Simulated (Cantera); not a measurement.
Charge: 1 mol Si, a varied amount of F2, 0.35 mol N2, equilibrated at 925 °C and 0.100 bar.

Cantera equilibrium calculation (NASA polynomials, part measured and part estimated; ideal gas, pure solids and liquids). Candidate condensed phases: Si, Si3N4; 16 gas species. N2 is the only nitrogen source here; it is nearly inert below about 1500 K, so the nitride shown seldom forms there in practice. The tables' values for SiF3 are old estimates; treat these amounts as uncertain. Rates play no part.

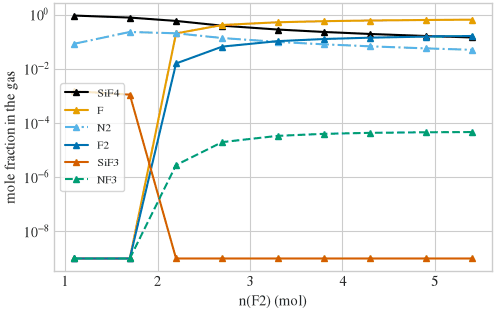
Figure. Equilibrium gas composition (values under 1e-9 drawn at 1e-9)

From 1.1 mol F2 to 1.7 mol F2 the condensed part is Si3N4(s). From 2.2 mol F2 to 5.4 mol F2 nothing is condensed. The main Si-bearing gas is SiF4 throughout.
